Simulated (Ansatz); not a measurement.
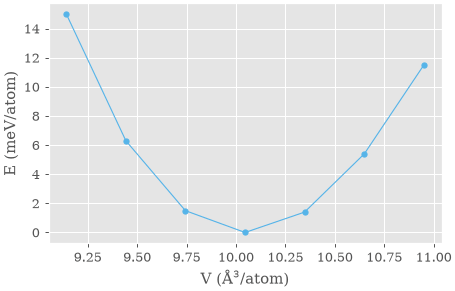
Figure. MgH2 (rutile, P4_2/mnm) under volume change, DFT-r²SCAN in the program Ansatz with PAW potentials, shape and atoms relaxed at each volume.

What does a third-order Birch–Murnaghan fit give for V₀, B₀ and B′?

V₀ = 10.04 Å³/atom, B₀ = 51.5 GPa, B′ = 3.6.

The cell was relaxed with r²SCAN under the symmetry of its start.

Potentials: the later of the program's two PAW sets.
